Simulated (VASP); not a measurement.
Band structure of AgCl (rock salt). Method: TPSS meta-GGA, VASP's PBE PAW potentials (set 64) (plane waves; VASP).

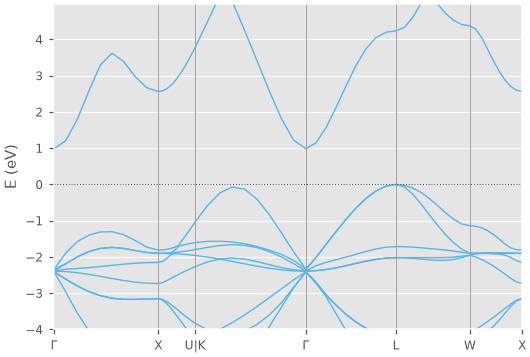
Fig. 1. Bands along high-symmetry lines, zero at the valence-band maximum or, without a gap, the Fermi level

Problem. Read the plot: is there a gap, and where are the band edges?

Solution. The gap is indirect, 0.98 eV, from the valence maximum at L to the conduction minimum at Γ.

The compound is AgCl in the rock salt structure. The cell was not relaxed at this level.
